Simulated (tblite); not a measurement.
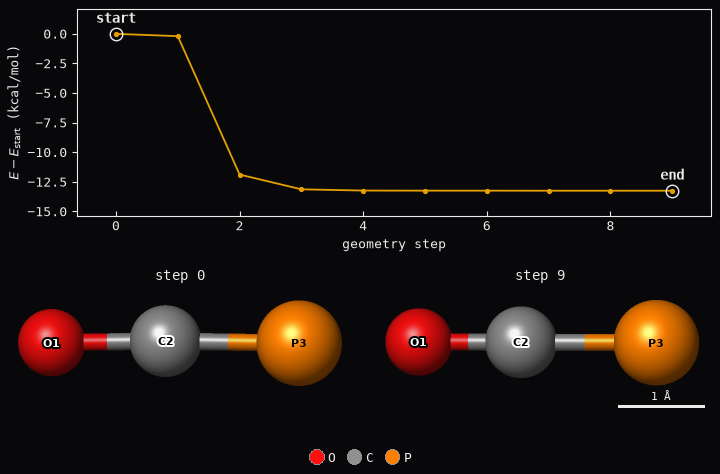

First and last geometry of a relaxation of CPO (charge −1), with the history of the run. A ball-and-stick model, seen face on.

Theory: GFN2-xTB geometry optimisation, gas phase (tblite 0.8.0). 

**Read the history and describe the run.**

It converged. After 9 geometry steps the energy has fallen by 13.2 kcal/mol. The largest move after the best rigid fit is that of O1, 0.085 Å. By element the largest moves are O 0.085 Å, C 0.054 Å, P 0.033 Å. Some distances before and after: O1–C2 1.329 → 1.191 Å, C2–P3 1.560 → 1.580 Å. Cost: 0.02 s on 1 thread of Intel(R) Xeon(R) Platinum 8252C CPU @ 3.80GHz, on a shared host.

| step | E − E(0), kcal/mol |
| --- | --- |
| 0 | 0.00 |
| 1 | -0.20 |
| 2 | -11.88 |
| 3 | -13.13 |
| 4 | -13.23 |
| 5 | -13.24 |
| 6 | -13.24 |
| 7 | -13.25 |
| 8 | -13.25 |
| 9 | -13.25 |
